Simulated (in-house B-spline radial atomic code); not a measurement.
# Ge²¹⁺: ionisation energy by several methods

Wanted: one ionisation energy, Ge²¹⁺ to configuration [He] 2s2 2p6, up the ladder of functionals.

Program: in-house B-spline radial atomic code version 1. Level of theory: non-relativistic, several functionals, spin-polarised; spherical all-electron atom at the radial basis limit. These are calculated values, not measurements, unless marked.

## Step 1: The system

* element: germanium (Z = 32)
* charge: +21
* electrons: 11
* configuration: [Ne] 3s1
* nucleus: point

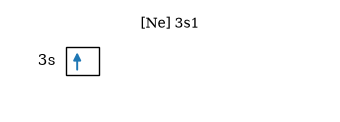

Outer shells as boxes.

Where spins are not typed, each open shell is filled with up spins first.

## Step 2: LDA (PW92)

Settings of the run:

```ini
Z = 32
electrons = 11.0
configuration = [Ne] 3s1
hamiltonian = nr
method = lda,pw
spin_polarised = True
```

Results of the run (chosen fields of its result record, rounded):

```text
{
  "status": "converged",
  "scf [iteration, energy, orbital gradient]": [
    [1, -1796.26212038, 2.92],
    [2, -1811.66920803, 0.429],
    [3, -1811.94849507, 0.184],
    [4, -1812.00055927, 0.0787],
    [5, -1812.01202788, 0.0115],
    [6, -1812.01227953, 8.44e-06],
    [7, -1812.01227953, 1.82e-07]
  ],
  "energy [hartree]": {"total": -1812.01227953, "kinetic": 1811.10038006, "nuclear": -3897.06165586, "coulomb": 323.019181733, "xc": -49.0701854612},
  "orbitals [hartree, bohr; first row names the columns]": [
    ["name", "occ", "eps", "<r>", "<r^2>", "<1/r>", "r_max", "density_at_nucleus", "spin_orbit_zeta"],
    ["1s up", 1.0, -429.5501, 0.047894, 0.003072, 31.472, 0.031622, 10087.0, "-"],
    ["1s down", 1.0, -429.49863, 0.047896, 0.0030721, 31.471, 0.031624, 10086.0, "-"],
    ["2s up", 1.0, -80.595203, 0.21054, 0.052018, 7.0279, 0.17836, 1000.0, "-"],
    ["2s down", 1.0, -80.534681, 0.21038, 0.051921, 7.0317, 0.17837, 1000.8, "-"],
    ["2p up", 3.0, -75.614349, 0.1817, 0.040169, 6.9932, 0.14126, "-", 0.77708],
    ["2p down", 3.0, -75.560747, 0.18157, 0.040093, 6.9961, 0.14125, "-", 0.77769],
    ["3s up", 1.0, -31.341958, 0.51889, 0.30557, 2.8123, 0.4904, 239.41, "-"]
  ],
  "sum_r [bohr^k]": {"-1": 121.7832, "1": 2.125382, "2": 0.65644},
  "density_at_nucleus [bohr^-3]": 22413.84,
  "spin_density_at_nucleus [bohr^-3]": 239.8598,
  "mass_velocity [hartree]": -80.2647,
  "darwin [hartree]": 59.99523,
  "radius_at_0.001 [bohr]": 1.169,
  "radius_enclosing [bohr]": {"0.5": 0.1616, "0.9": 0.3692, "0.99": 0.7376},
  "slater [hartree]": {
    "F0(2p up,2p up)": 5.0147,
    "F2(2p up,2p up)": 2.3847,
    "F0(2p up,2p down)": 5.0162,
    "F2(2p up,2p down)": 2.3857,
    "F0(2p up,3s up)": 2.2653,
    "G1(2p up,3s up)": 0.23392,
    "F0(2p down,2p down)": 5.0177,
    "F2(2p down,2p down)": 2.3866,
    "F0(2p down,3s up)": 2.2655,
    "F0(3s up,3s up)": 1.7285
  },
  "ionisation_energy [hartree]": 32.0250399
}
```

Wall time 0.06 s (1 thread, shared host).

The run also solves the next ion with the same method; the record keeps the difference, ionisation_energy. radius_at_0.001 is where the density falls to 0.001 electrons per bohr³.

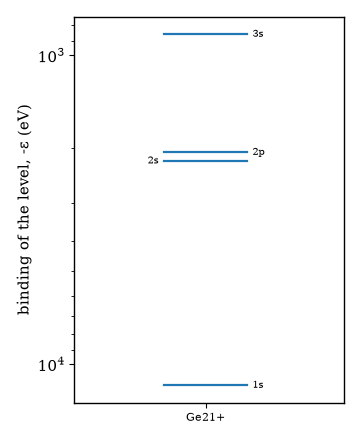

Orbital energies of this run on a logarithmic scale (up spins).

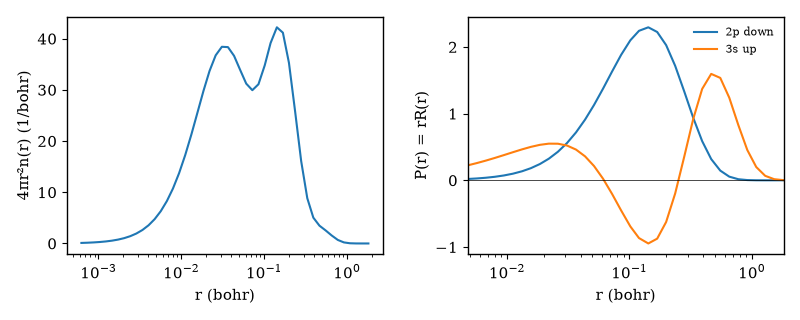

Radial density (left) and the radial functions of 2p down, 3s up (right).

Clear maxima of the radial density (full grid of the record): 0.031, 0.14 bohr.

X-ray form factor of the spherical density:

```
sinθ/λ (1/Å)  f (electrons)
           0         11.000
         0.1         10.952
         0.2         10.811
         0.3         10.585
         0.4         10.289
         0.6          9.547
         0.8          8.707
           1          7.859
         1.4          6.283
         1.8          4.913
         2.5          3.093
           4          1.485
           6          1.008
```

## Step 3: fractional-occupation HF

Settings of the run:

```ini
Z = 32
electrons = 11.0
configuration = [Ne] 3s1
hamiltonian = nr
method = hf,
spin_polarised = True
```

Main fields:

```text
{
  "status": "converged",
  "iterations": 8,
  "energy [hartree]": {"total": -1814.95458374, "kinetic": 1814.95458307, "nuclear": -3901.15580082, "coulomb": 323.326003144, "exact_exchange": -52.0793691377},
  "orbitals [hartree, bohr; first row names the columns]": [
    ["name", "occ", "eps", "<r>"],
    ["1s up", 1.0, -438.50699, 0.0478],
    ["1s down", 1.0, -438.38404, 0.047811],
    ["2s up", 1.0, -83.684801, 0.20895],
    ["2s down", 1.0, -83.503793, 0.2094],
    ["2p up", 3.0, -77.983839, 0.18148],
    ["2p down", 3.0, -77.907591, 0.18149],
    ["3s up", 1.0, -31.954029, 0.52119]
  ],
  "sum_r [bohr^k]": {"-1": 121.9111, "1": 2.124044, "2": 0.6564136},
  "ionisation_energy [hartree]": 31.9517588
}
```

Run time: 0.12 s. Hardware: 1 thread, shared host.

## Step 4: BHandHLYP, a global hybrid

Settings of the run:

```ini
Z = 32
electrons = 11.0
configuration = [Ne] 3s1
hamiltonian = nr
method = bhandhlyp
spin_polarised = True
```

Main fields:

```text
{
  "status": "converged",
  "iterations": 8,
  "energy [hartree]": {"total": -1815.43849794, "kinetic": 1814.95235005, "nuclear": -3901.14449545, "coulomb": 323.305497321, "exact_exchange": -26.0330813154, "xc": -26.5187685483},
  "orbitals [hartree, bohr; first row names the columns]": [
    ["name", "occ", "eps", "<r>"],
    ["1s up", 1.0, -434.46848, 0.047814],
    ["1s down", 1.0, -434.3842, 0.047821],
    ["2s up", 1.0, -82.222768, 0.20956],
    ["2s down", 1.0, -82.106969, 0.20977],
    ["2p up", 3.0, -76.856774, 0.18151],
    ["2p down", 3.0, -76.79542, 0.18149],
    ["3s up", 1.0, -31.67865, 0.5199]
  ],
  "sum_r [bohr^k]": {"-1": 121.9108, "1": 2.123874, "2": 0.6559097},
  "ionisation_energy [hartree]": 32.0465683
}
```

Run time: 0.09 s. Hardware: 1 thread, shared host.

## Step 5: exchange-only LDA

Settings of the run:

```ini
Z = 32
electrons = 11.0
configuration = [Ne] 3s1
hamiltonian = nr
method = lda,
spin_polarised = True
```

Main fields:

```text
{
  "status": "converged",
  "iterations": 7,
  "energy [hartree]": {"total": -1810.79641633, "kinetic": 1810.79642623, "nuclear": -3896.71156341, "coulomb": 322.966842193, "xc": -47.8481213409},
  "orbitals [hartree, bohr; first row names the columns]": [
    ["name", "occ", "eps", "<r>"],
    ["1s up", 1.0, -429.40948, 0.047895],
    ["1s down", 1.0, -429.35727, 0.047897],
    ["2s up", 1.0, -80.483865, 0.21058],
    ["2s down", 1.0, -80.418008, 0.21039],
    ["2p up", 3.0, -75.49934, 0.18174],
    ["2p down", 3.0, -75.441756, 0.18158],
    ["3s up", 1.0, -31.287037, 0.51925]
  ],
  "sum_r [bohr^k]": {"-1": 121.7722, "1": 2.125962, "2": 0.6569595},
  "ionisation_energy [hartree]": 31.9688338
}
```

Run time: 0.16 s. Hardware: 1 thread, shared host.

## Step 6: r2SCAN, a meta-GGA

Settings of the run:

```ini
Z = 32
electrons = 11.0
configuration = [Ne] 3s1
hamiltonian = nr
method = r2scan
spin_polarised = True
```

Main fields:

```text
{
  "status": "converged",
  "iterations": 7,
  "energy [hartree]": {"total": -1815.36137249, "kinetic": 1814.92665756, "nuclear": -3901.10747461, "coulomb": 323.295083226, "xc": -52.4756386775},
  "orbitals [hartree, bohr; first row names the columns]": [
    ["name", "occ", "eps", "<r>"],
    ["1s up", 1.0, -431.35991, 0.047835],
    ["1s down", 1.0, -431.31583, 0.047839],
    ["2s up", 1.0, -81.117353, 0.2098],
    ["2s down", 1.0, -81.077129, 0.2098],
    ["2p up", 3.0, -75.933294, 0.1815],
    ["2p down", 3.0, -75.881324, 0.18144],
    ["3s up", 1.0, -31.373022, 0.52022]
  ],
  "sum_r [bohr^k]": {"-1": 121.9096, "1": 2.124301, "2": 0.656399},
  "ionisation_energy [hartree]": 31.9509158
}
```

Run time: 0.1 s. Hardware: 1 thread, shared host.

Meta-GGA runs start from a PBE run whose iterations are not counted.

## Step 7: HSE06, a range-separated hybrid

Settings of the run:

```ini
Z = 32
electrons = 11.0
configuration = [Ne] 3s1
hamiltonian = nr
method = hse06
spin_polarised = True
```

Main fields:

```text
{
  "status": "converged",
  "iterations": 7,
  "energy [hartree]": {"total": -1815.11910803, "kinetic": 1814.68667301, "nuclear": -3900.8286099, "coulomb": 323.245941621, "exact_exchange": -12.8431509738, "xc": -39.3799617921},
  "orbitals [hartree, bohr; first row names the columns]": [
    ["name", "occ", "eps", "<r>"],
    ["1s up", 1.0, -432.32429, 0.047819],
    ["1s down", 1.0, -432.26236, 0.047823],
    ["2s up", 1.0, -81.457924, 0.2099],
    ["2s down", 1.0, -81.362972, 0.20992],
    ["2p up", 3.0, -76.234765, 0.1816],
    ["2p down", 3.0, -76.173225, 0.18151],
    ["3s up", 1.0, -31.5013, 0.51935]
  ],
  "sum_r [bohr^k]": {"-1": 121.9009, "1": 2.124144, "2": 0.6559543},
  "ionisation_energy [hartree]": 32.0451833
}
```

Wall time 0.14 s (1 thread, shared host).

## Step 8: PW91, a GGA

Settings of the run:

```ini
Z = 32
electrons = 11.0
configuration = [Ne] 3s1
hamiltonian = nr
method = pw91,pw91
spin_polarised = True
```

Main fields:

```text
{
  "status": "converged",
  "iterations": 7,
  "energy [hartree]": {"total": -1815.29502589, "kinetic": 1814.82365928, "nuclear": -3900.98857831, "coulomb": 323.26860322, "xc": -52.3987100853},
  "orbitals [hartree, bohr; first row names the columns]": [
    ["name", "occ", "eps", "<r>"],
    ["1s up", 1.0, -430.35229, 0.047829],
    ["1s down", 1.0, -430.30768, 0.047831],
    ["2s up", 1.0, -80.729747, 0.21023],
    ["2s down", 1.0, -80.666099, 0.21011],
    ["2p up", 3.0, -75.68806, 0.18158],
    ["2p down", 3.0, -75.632792, 0.18147],
    ["3s up", 1.0, -31.367753, 0.51891]
  ],
  "sum_r [bohr^k]": {"-1": 121.9059, "1": 2.124055, "2": 0.6558978},
  "ionisation_energy [hartree]": 32.0743145
}
```

Run time: 0.05 s. Hardware: 1 thread, shared host.

## Step 9: All methods side by side

| method | rung | total energy (hartree) | ΔSCF (eV) | −ε highest (eV) | ΔSCF less tabulated (eV) |
| --- | --- | --- | --- | --- | --- |
| LDA (PW92) | LDA | -1812.0123 | 871.45 | 852.86 (3s up) | -8.99 |
| exchange-only LDA | LDA | -1810.7964 | 869.92 | 851.36 (3s up) | -10.52 |
| PW91 | GGA | -1815.2950 | 872.79 | 853.56 (3s up) | -7.65 |
| r2SCAN | meta-GGA | -1815.3614 | 869.43 | 853.70 (3s up) | -11.01 |
| BHandHLYP | global hybrid | -1815.4385 | 872.03 | 862.02 (3s up) | -8.41 |
| HSE06 | range-separated hybrid | -1815.1191 | 871.99 | 857.19 (3s up) | -8.45 |
| fractional-occupation HF | Hartree-Fock | -1814.9546 | 869.45 | 869.51 (3s up) | -10.99 |

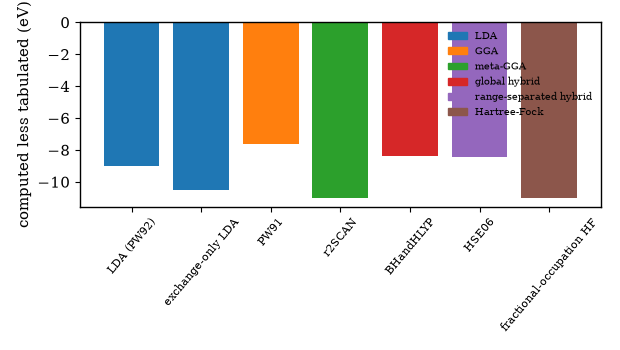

Error of each method against the tabulated value; one colour a rung.

What this shows: Tables give 880.44 ± 0.03 eV (semi-empirical; NIST Atomic Spectra Database) for the ionisation energy. PW91 misses by -7.65 eV, the least, and r2SCAN by -11.01 eV (1.3 %), the most. Mean absolute error by rung (exchange-only levels left out): LDA 8.99 eV, GGA 7.65 eV, meta-GGA 11.01 eV, global hybrid 8.41 eV, range-separated hybrid 8.45 eV. All methods miss on the same side by much the same amount, which points to something that they share. These runs lack relativity altogether, which can outweigh the gaps between the methods, so the nearest may be so by luck. These runs leave out relativity, which matters at this nuclear charge.

Cost against accuracy (CPU time on one thread of a shared host; * marks runs that also wrote radial tables):

| method | CPU time | miss (eV) |
| --- | --- | --- |
| PW91 | 0.05 s | -7.65 |
| LDA (PW92)* | 0.06 s | -8.99 |
| BHandHLYP | 0.09 s | -8.41 |
| r2SCAN | 0.1 s | -11.01 |
| fractional-occupation HF* | 0.12 s | -10.99 |
| HSE06 | 0.14 s | -8.45 |
| exchange-only LDA | 0.15 s | -10.52 |
